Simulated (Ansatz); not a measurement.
# C6H5F (fluorobenzene): r2SCAN/6-31G(d) (spherical functions)

Aim: the vertical ionisation energy of C6H5F (fluorobenzene) at r2SCAN/6-31G* (spherical functions), from 2 runs. 

Program for the calculation: Ansatz 0.2.0.

38 further runs of the same task are left out: 38 set aside as unsound or not needed. Runs told in other sessions of the task aren't counted.

### Step 1. The structure to begin with

C6H5F has 12 atoms, charge 0, and is taken as a singlet. SMILES: `Fc1ccccc1`. The shape is that of a PBE0-D4/def2-TZVP optimisation.

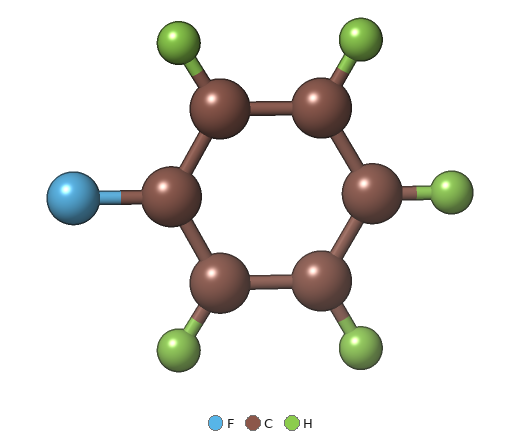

Viewed from a chosen angle; fluorine blue, carbon brown, hydrogen green.

### Step 2. A single-point energy at r2SCAN/6-31G(d) (spherical functions)

run.yaml

```yaml
crystal:
  periodic: [false, false, false]
  atoms:
    - {symbol: F, position_ang: [0.373400, -2.651880, -0.049000]}
    - {symbol: C, position_ang: [0.186660, -1.325620, -0.024490]}
    - {symbol: C, position_ang: [-0.745470, -0.799820, 0.848530]}
    - {symbol: C, position_ang: [-0.932320, 0.574350, 0.867240]}
    - {symbol: C, position_ang: [-0.196600, 1.396240, 0.025800]}
    - {symbol: C, position_ang: [0.733120, 0.840420, -0.841100]}
    - {symbol: C, position_ang: [0.932970, -0.531670, -0.873120]}
    - {symbol: H, position_ang: [-1.307140, -1.462390, 1.495210]}
    - {symbol: H, position_ang: [-1.659890, 1.003340, 1.546360]}
    - {symbol: H, position_ang: [-0.347620, 2.468730, 0.045610]}
    - {symbol: H, position_ang: [1.310500, 1.477900, -1.500520]}
    - {symbol: H, position_ang: [1.652380, -0.989580, -1.540520]}
basis:
  gaussian:
    orbitals: 6-31G_st_-spherical.json
hamiltonian:
  xc: r2scan
accuracy: high
output:
  orbitals: {seedname: orbitals}
```

The basis set 6-31G* is read from a file made from the Basis Set Exchange's data (not shown).

Launch:

```console
ansatz run run.yaml --threads 1 --pin off --max-ram 3480MiB --events-out events.jsonl --progress --plain --runs-dir runs
```

Output:

```text
Warning: RAYON_NUM_THREADS=1 ignored (pool sized by the plan → 1); use --threads N
Functional definition: r2SCAN
  name "r2SCAN"
  parameter k0 = 0.174
  parameter k1 = 0.065
  parameter a1 = 4.9479
  exchange = r2scan_x(k0 = k0, k1 = k1, a1 = a1)
  correlation = r2scan_c
2657 factors; integrals over basis functions are off by at most 3.4e-9 eV
mean field evaluation 1: about -9008.2509 eV, gradient 5.1e1 eV
mean field evaluation 2: about -9004.7895 eV, gradient 6.3e1 eV
mean field evaluation 4: about -9014.9625 eV, gradient 4.9e0 eV
mean field evaluation 8: about -9015.0181 eV, gradient 5.7e-1 eV
mean field evaluation 16: about -9015.0187 eV, gradient 3.5e-5 eV
mean field -9015.01869367 eV, -331.2958263933 hartree, gradient 8.3e-8 eV, S^2 0.000000; 0 other end points of the search recorded, 0 dependent functions left out
reference -9015.01869419 eV, -331.2958264125 hartree; 25, 25 occupied and 83, 83 virtual orbitals, 2657 factors
Total energy: -9015.01869419 eV, -331.2958264125 hartree
```

It took 11 s on 1 thread of Intel Xeon 6975P-C (Granite Rapids), shared host; peak memory 0.42 GiB.

### Step 3. The doublet cation

input.yaml

```yaml
crystal:
  periodic: [false, false, false]
  atoms:
    - symbol: F
      position_ang: [0.373400, -2.651880, -0.049000]
    - symbol: C
      position_ang: [0.186660, -1.325620, -0.024490]
    - symbol: C
      position_ang: [-0.745470, -0.799820, 0.848530]
    - symbol: C
      position_ang: [-0.932320, 0.574350, 0.867240]
    - symbol: C
      position_ang: [-0.196600, 1.396240, 0.025800]
    - symbol: C
      position_ang: [0.733120, 0.840420, -0.841100]
    - symbol: C
      position_ang: [0.932970, -0.531670, -0.873120]
    - symbol: H
      position_ang: [-1.307140, -1.462390, 1.495210]
    - symbol: H
      position_ang: [-1.659890, 1.003340, 1.546360]
    - symbol: H
      position_ang: [-0.347620, 2.468730, 0.045610]
    - symbol: H
      position_ang: [1.310500, 1.477900, -1.500520]
    - symbol: H
      position_ang: [1.652380, -0.989580, -1.540520]
basis:
  gaussian:
    orbitals: 6-31G_st_-spherical.json
total_charge: 1
magnetization:
  spin_polarized: true
  initial_magnetization: 1
hamiltonian:
  xc: r2scan
accuracy: high
output: {orbitals: {seedname: orbitals}}
```

The basis set 6-31G* is read from a file made from the Basis Set Exchange's data (not shown).

Launch:

```console
ansatz run input.yaml --threads 1 --pin off --max-ram 3480MiB --events-out events.jsonl --progress --plain --runs-dir runs
```

Output (excerpt; [...] marks lines left out):

```text
Warning: RAYON_NUM_THREADS=1 ignored (pool sized by the plan → 1); use --threads N
[... 7 set-up lines as earlier in the session ...]
2656 factors; integrals over basis functions are off by at most 3.5e-9 eV
mean field evaluation 1: about -8997.8373 eV, gradient 4.1e1 eV
mean field evaluation 2: about -8994.9582 eV, gradient 4.6e1 eV
mean field evaluation 4: about -9005.9343 eV, gradient 5.5e0 eV
mean field evaluation 8: about -9006.0910 eV, gradient 2.3e-1 eV
mean field evaluation 16: about -9006.0774 eV, gradient 2.4e-3 eV
mean field evaluation 32: about -9006.0774 eV, gradient 3.2e-7 eV
mean field -9006.07737434 eV, -330.9672389685 hartree, gradient 6.7e-8 eV, S^2 0.764982; 3 other end points of the search recorded, 0 dependent functions left out
reference -9006.07737539 eV, -330.9672390072 hartree; 25, 24 occupied and 83, 84 virtual orbitals, 2656 factors
Total energy: -9006.07737539 eV, -330.9672390072 hartree
```

Run time: 23 s. Hardware: 1 thread of Intel Xeon 6975P-C (Granite Rapids), shared host; peak memory 0.61 GiB.

### Step 4. Outcome

Level: r2SCAN/6-31G* (spherical functions).

| quantity | value |
| --- | --- |
| singlet C6H5F: total energy | -331.29583 Eh |
| singlet C6H5F: HOMO energy | -6.05 eV |
| singlet C6H5F: LUMO energy | -0.83 eV |
| singlet C6H5F: HOMO–LUMO gap | 5.22 eV |
| doublet cation: total energy | -330.96724 Eh |
| doublet cation: HOMO energy (highest over α and β) | -12.63 eV |
| doublet cation: LUMO energy (lowest over α and β) | -11.80 eV |
| doublet cation: ⟨S²⟩ | 0.765 |
| vertical ionisation energy (to the doublet cation) | 8.941 eV |

**Reading.** Removing an electron at fixed nuclei costs 8.94 eV (863 kJ/mol). The negative HOMO energy of the first species, 6.05 eV, lies 2.89 eV below that difference.
